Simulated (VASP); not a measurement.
Band structure of KTaO$_{3}$ (cubic perovskite). Computed with PBEsol GGA, VASP's PBE PAW potentials (set 64) (plane waves; VASP 6.6.1).

Unless said otherwise, spin-orbit coupling is left out, though it shifts the bands of the heavy elements here.

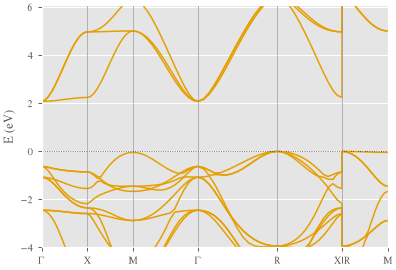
Figure: Bands along high-symmetry lines, zero at the valence-band maximum or, without a gap, the Fermi level

### Question
Read the plot: is there a gap, and where are the band edges?

### Answer
The gap is indirect, 2.08 eV, from the valence maximum at R to the conduction minimum at Γ. (Edges off the drawn lines would not show.)

Measured: gap 3.64 eV (computed value off by -1.56 eV), as given by Burak Himmetoglu et al., Journal of Physics Condensed Matter (2016), arXiv:1601.06205.

The compound is KTaO3 in the cubic perovskite structure. The cell was not relaxed at this level.
